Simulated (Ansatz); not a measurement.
Results of B3LYP (VWN-RPA form) (Ansatz, a quantum-chemistry and plane-wave program, PAW) for zinc-blende MgS (metastable phase).

Numerical settings: plane-wave cutoff 460 eV, 8×8×8 k mesh, Fermi–Dirac smearing 0.01 eV, scalar-relativistic PAW data made under PBE.

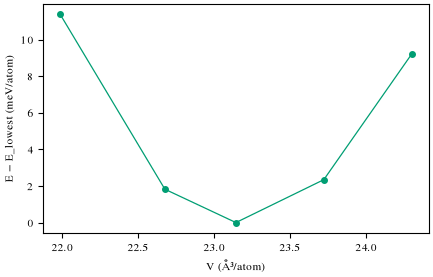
*Total energy against volume*

Task: From the curve, estimate the equilibrium volume and the bulk modulus.

Result: V0 ≈ 23.2 Å³/atom and B0 ≈ 57 GPa; the fit gives V0 = 23.159 Å³/atom, B0 = 56.6 GPa, B′ = 4.0.

Computed values are for the static lattice.
